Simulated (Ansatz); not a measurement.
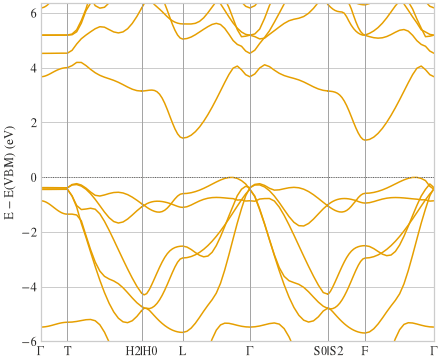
Fig. 1. Band structure from the program Ansatz at the PBE level (PAW)

The gap is 1.35 eV; an edge lies off the plotted path or next to a special point (maximum off the standard path, minimum at F).

The material is SiS2 in space group R-3m (No. 166; Si on 3a, S on 6c).

The cell is a constructed one: a structure type filled with these elements; neither database checked (COD, Materials Project) lists it. COD files the formula under space group No. 72, 122, so this cell is another polymorph or a model. Whether it is the stable phase at ambient conditions was not checked. Symmetry was held in the PBE relaxation; whether a distortion lowers the energy is not shown. A crystal of weakly bound layers computed without a dispersion correction: the cell and the soft elastic constants depend strongly on that.

Potentials: the later of the program's two PAW sets.
